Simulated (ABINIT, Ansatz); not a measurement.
**TlIO3 (R3m): changed settings of a GW run in ABINIT**

What do changed inputs do to GW on TlIO3 (R3m)?

Main program and level: ABINIT 10.8.3; PBEsol and many-body steps on it, plane waves.

## Step 1: The starting structure

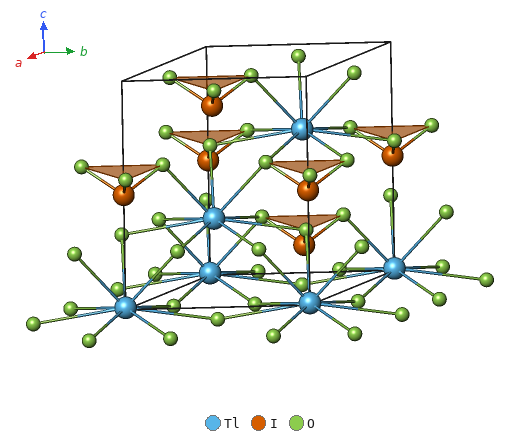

The starting structure, seen slightly off an axis (thallium blue, iodine orange, oxygen green). This picture shows the conventional cell, with its axes. Some periodic images of atoms are drawn too.

Coordinates:

```cif
data_structure
_symmetry_space_group_name_H-M 'P 1'
_symmetry_Int_Tables_number 1
_cell_length_a 4.5042
_cell_length_b 4.5042
_cell_length_c 4.5042
_cell_angle_alpha 88.777
_cell_angle_beta 88.777
_cell_angle_gamma 88.777
_cell_volume 91.32
loop_
_atom_site_label
_atom_site_type_symbol
_atom_site_fract_x
_atom_site_fract_y
_atom_site_fract_z
_atom_site_occupancy
Tl1 Tl 0.00875 0.00875 0.00875 1
I2 I 0.50187 0.50187 0.50187 1
O3 O 0.90329 0.46190 0.46190 1
O4 O 0.46190 0.90329 0.46190 1
O5 O 0.46190 0.46190 0.90329 1
```

The cell and positions are those that the Materials Project relaxed with its own functionals (PBE, PBE+U or r2SCAN), kept fixed. Spin-orbit coupling is left out unless a step names it.

## Step 2: Screening, 2×2×2 mesh, 88 bands, screening to 114.3 eV

This step: ABINIT 10.8.3; RPA screening on PBEsol, plane waves, norm-conserving pseudopotentials.

The RPA dielectric matrix is built and inverted for each q.

Contents of run.abi:

```
acell 3*1.0 Angstrom
rprim 
  3.150792580489 1.819110944506 2.655433585300
  -3.150792580489 1.819110944506 2.655433585300
  0.000000000000 -3.638221889012 2.655433585300
ntypat 3
znucl 81 53 8
natom 5
typat 1 2 3 3 3
xred 
  0.008750850000 0.008750850000 0.008750850000
  0.501867330000 0.501867330000 0.501867330000
  0.903287650000 0.461897090000 0.461897090000
  0.461897090000 0.903287650000 0.461897090000
  0.461897090000 0.461897090000 0.903287650000
pp_dirpath "pseudos"
pseudos "Tl.upf, I.upf, O.upf"
ecut 42
ngkpt 2 2 2
nshiftk 1
shiftk 0 0 0
kptopt 1
chksymbreak 0
istwfk *1
occopt 1
irdwfk 1
optdriver 3
nband 88
ecuteps 4.2
inclvkb 2
awtr 1
symchi 1
indata_prefix "in"
outdata_prefix "out"
tmpdata_prefix "tmp"
```

Launch:

```bash
OMP_NUM_THREADS=1 mpirun -n 4 abinit run.abi > log
```

The log of the run:

```text
.Version 10.8.3 of ABINIT. v10.8.2 released Aug 2026.

 Symmetries : space group R3 m (#160); Bravais hR (rhombohedral)
[... echo of the input left out ...]
== DATASET  1 ==================================================================
-   mpi_nproc: 4, omp_nthreads: 1 (-1 if OMP is not activated)

--- !DatasetInfo
iteration_state: {dtset: 1, }
dimensions: {natom: 5, nkpt: 4, mband: 88, nsppol: 1, nspinor: 1, nspden: 1, mpw: 8025, }
cutoff_energies: {ecut:  42.0, pawecutdg:  -1.0, }
electrons: {nelect:   5.60000000E+01, charge:   0.00000000E+00, occopt:   1.00000000E+00, tsmear:   1.00000000E-02, }

 SCREENING: Calculation of the susceptibility and dielectric matrices

 Based on a program developped by R.W. Godby, V. Olevano, G. Onida, and L. Reining.
 Incorporated in ABINIT by V. Olevano, G.-M. Rignanese, and M. Torrent.
.Using double precision arithmetic ; gwpc =  8

[... cell and pseudopotentials left out ...]
--------------------------------------------------------------------------------

 ==== K-mesh for the wavefunctions ====
 Number of points in the irreducible wedge :     4
[... list of points left out ...]
 Together with  6 symmetry operations and time-reversal symmetry
 yields     8 points in the full Brillouin Zone.

 ==== Q-mesh for the screening function ====
 Number of points in the irreducible wedge :     4
[... list of points left out ...]
 Together with  6 symmetry operations and time-reversal symmetry
 yields     8 points in the full Brillouin Zone.

 setmesh: FFT mesh size selected  =    36x   36x   36
          total number of points  =        46656

 vcoul_init : cutoff-mode = AUXILIARY_FUNCTION
 q-points for optical limit:   1
     1)      0.000010    0.000020    0.000030

- screening: taking advantage of time-reversal symmetry
- Maximum band index for partially occupied states nbvw = 28
- Remaining bands to be divided among processors   nbcw = 60
- Number of bands treated by each node ~15

 Number of electrons calculated from density =   56.0000; Expected =   56.0000
 average of density, n =  0.090871
 r_s =    1.3798
 omega_plasma =   29.0783 [eV]

 calculating chi0 at frequencies [eV] :
  1    0.000000E+00    0.000000E+00
  2    0.000000E+00    2.907826E+01

--------------------------------------------------------------------------------
  q-point number  1        q = ( 0.000000, 0.000000, 0.000000) [r.l.u.]
--------------------------------------------------------------------------------
[... chi0 elements left out ...]
 For q-point:  0.000010 0.000020 0.000030
  dielectric constant =   5.1656
  dielectric constant without local fields =   6.1724

  Average fulfillment of the sum rule on Im[epsilon] for q-point    1 :     43.01  [%]
[... wings left out ...]
  q-point number  2        q = ( 0.500000, 0.000000, 0.000000) [r.l.u.]
--------------------------------------------------------------------------------
[... chi0 elements left out ...]
  Average fulfillment of the sum rule on Im[epsilon] for q-point    2 :     52.31  [%]

 [... 2 further q-points ...]
```

Elapsed: 17 s, on 4 MPI ranks of Arm Neoverse V1, shared host; peak memory 1 GiB; 69 s of CPU time.

This step gave:

| Item | Value |
| --- | --- |
| ε∞ with local fields, on this mesh, along the program's q direction | 5.166 |
| the same without local fields | 6.172 |
| plasma frequency | 29.08 eV |
| plane waves in the screening matrix | 251 |

Local fields lower ε∞ by 16 %. On a Γ-centred mesh this coarse the value itself is usually too large, while a short band sum pulls it down.

## Step 3: Base

The self-energy is evaluated for the states that the input lists, and the levels follow from it, in one-shot runs by the linearised quasiparticle equation.

This step: G0W0 on PBEsol, plane waves, norm-conserving pseudopotentials.

Edit run.abi of step 2 so:

```diff
@@ -26,8 +26,17 @@
 irdwfk 1
-optdriver 3
+optdriver 4
 nband 88
+gwcalctyp 0
+ecutsigx 42
+symsigma 1
+nkptgw 2
+kptgw 
+  0.5000000000 0.5000000000 0.5000000000
+  0.0000000000 0.0000000000 0.0000000000
+bdgw 
+  27 30
+  27 31
 ecuteps 4.2
-inclvkb 2
-awtr 1
-symchi 1
+irdscr 1
+ppmodel 1
 indata_prefix "in"
```

The log of the run:

```text
.Version 10.8.3 of ABINIT. v10.8.2 released Aug 2026.

 Symmetries : space group R3 m (#160); Bravais hR (rhombohedral)
[... echo of the input left out ...]
== DATASET  1 ==================================================================
-   mpi_nproc: 4, omp_nthreads: 1 (-1 if OMP is not activated)

--- !DatasetInfo
iteration_state: {dtset: 1, }
dimensions: {natom: 5, nkpt: 4, mband: 88, nsppol: 1, nspinor: 1, nspden: 1, mpw: 8025, }
cutoff_energies: {ecut:  42.0, pawecutdg:  -1.0, }
electrons: {nelect:   5.60000000E+01, charge:   0.00000000E+00, occopt:   1.00000000E+00, tsmear:   1.00000000E-02, }

 SIGMA: Calculation of the GW corrections

 Based on a program developped by R.W. Godby, V. Olevano, G. Onida, and L. Reining.
 Incorporated in ABINIT by V. Olevano, G.-M. Rignanese, and M. Torrent.
.Using double precision arithmetic ; gwpc =  8

[... cell and pseudopotentials left out ...]
--------------------------------------------------------------------------------

 ==== K-mesh for the wavefunctions ====
 Number of points in the irreducible wedge :     4
[... list of points left out ...]
 Together with  6 symmetry operations and time-reversal symmetry
 yields     8 points in the full Brillouin Zone.

 ==== Q-mesh for screening function ====
 Number of points in the irreducible wedge :     4
[... list of points left out ...]
 Together with  6 symmetry operations and time-reversal symmetry
 yields     8 points in the full Brillouin Zone.

 vcoul_init : cutoff-mode = AUXILIARY_FUNCTION
 q-points for optical limit:   1
     1)      0.000010    0.000020    0.000030
 setmesh: FFT mesh size selected  =    50x   50x   50
          total number of points  =       125000

 Number of electrons calculated from density =   56.0000; Expected =   56.0000
 average of density, n =  0.090871
 r_s =    1.3798
 omega_plasma =   29.0783 [eV]

 === KS Band Gaps ===
  >>>> For spin  1
   Minimum direct gap =   2.6901 [eV], located at k-point      :   0.5000  0.5000  0.5000
   Fundamental gap    =   2.6901 [eV], Top of valence bands at :   0.5000  0.5000  0.5000
                                       Bottom of conduction at :   0.5000  0.5000  0.5000
 SIGMA fundamental parameters:
 PLASMON POLE MODEL  1
 number of plane-waves for SigmaX                 8025
 number of plane-waves for SigmaC and W            251
 number of plane-waves for wavefunctions          8025
 number of bands                                    88
 number of independent spin polarizations            1
 number of spinorial components                      1
 number of k-points in IBZ                           4
 number of q-points in IBZ                           4
 number of symmetry operations                       6
 number of k-points in BZ                            8
 number of q-points in BZ                            8
 number of frequencies for dSigma/dE                 9
 frequency step for dSigma/dE [eV]                0.25
 number of omega for Sigma on real axis              0
 max omega for Sigma on real axis  [eV]           0.00
 zcut for avoiding poles [eV]                     0.10

 EPSILON^-1 parameters (SCR file):
 dimension of the eps^-1 matrix on file            251
 dimension of the eps^-1 matrix used               251
 number of plane-waves for wavefunctions          8025
 number of bands                                    88
 number of q-points in IBZ                           4
 number of frequencies                               2
 number of real frequencies                          1
 number of imag frequencies                          1

 matrix elements of self-energy operator (all in [eV])

 Perturbative Calculation

--- !SelfEnergy_ee
iteration_state: {dtset: 1, }
kpoint     : [   0.500,    0.500,    0.500, ]
spin       : 1
KS_gap     :    2.690
QP_gap     :    4.195
Delta_QP_KS:    1.505
data: !SigmaeeData |
     Band     E0 <VxcDFT>   SigX SigC(E0)      Z dSigC/dE  Sig(E)    E-E0       E
       27   2.780 -19.497 -24.743   5.246   0.758  -0.319 -19.496   0.000   2.780
       28   3.307 -17.005 -20.797   3.319   0.796  -0.256 -17.382  -0.377   2.931
       29   5.998 -14.349 -10.474  -2.497   0.819  -0.221 -13.221   1.128   7.126
       30   5.998 -14.349 -10.474  -2.497   0.819  -0.221 -13.221   1.128   7.126

--- !SelfEnergy_ee
iteration_state: {dtset: 1, }
kpoint     : [   0.000,    0.000,    0.000, ]
spin       : 1
KS_gap     :    7.479
QP_gap     :    8.903
Delta_QP_KS:    1.423
data: !SigmaeeData |
     Band     E0 <VxcDFT>   SigX SigC(E0)      Z dSigC/dE  Sig(E)    E-E0       E
       27   1.971 -18.303 -23.150   4.777   0.764  -0.309 -18.357  -0.053   1.918
       28   2.282 -18.735 -24.157   5.294   0.758  -0.319 -18.832  -0.097   2.185
       29   9.761 -10.889  -6.042  -3.275   0.844  -0.186  -9.562   1.327  11.088
       30  10.035 -15.645 -10.508  -2.992   0.805  -0.242 -13.918   1.727  11.762
       31  10.035 -15.645 -10.508  -2.992   0.805  -0.242 -13.918   1.727  11.762

== END DATASET(S) ==============================================================
================================================================================

 -outvars: echo values of variables after computation  --------
           etotal      0.0000000000E+00
            nband          88
             nkpt           4
          spgroup         160
 [... the other variables as echoed above ...]

 Calculation completed.
```

Elapsed: 6.7 s, on 4 MPI ranks; peak memory 0.7 GiB.

Numbers from this step:

| Quantity | Value |
| --- | --- |
| G0W0 gap on the points computed | 4.195 eV |
| starting gap on the mesh | 2.690 eV |
| k of the valence top | 0.5, 0.5, 0.5 |
| k of the conduction bottom | 0.5, 0.5, 0.5 |
| Z at the valence top | 0.796 |
| Z at the conduction bottom | 0.819 |
| least direct G0W0 gap on the computed points | 4.195 eV |

The gap on the mesh goes from 2.69 eV to 4.20 eV, a correction of +1.50 eV.

[end of part 1 of 2]

[Paths, hosts, dates, memory and timing lines, banners, echoed tables and standing remarks are left out of the program output.]

[Logs are printed without paths, hosts, clocks, repeated set-up lines and the standing remarks that a program may print on its own settings, such as how far it seeks lower states.]

[Runs of the session that timed out or met a known fault of the program may be left out.]

[Hosts, paths, dates, database ids (printed as entryN), source tags and the programs' standing remarks are cut or masked in the printed files.]

[G0W0 gaps are taken among the corrected bands and points alone; a level outside them can change the order at an edge.]

[Where Ansatz stands beside ABINIT at settings called matched, ABINIT's density can come from a denser mesh and the files from another edition; pairs whose starting gaps differed by over 0.03 eV were left out, so agreement reads better than it is.]
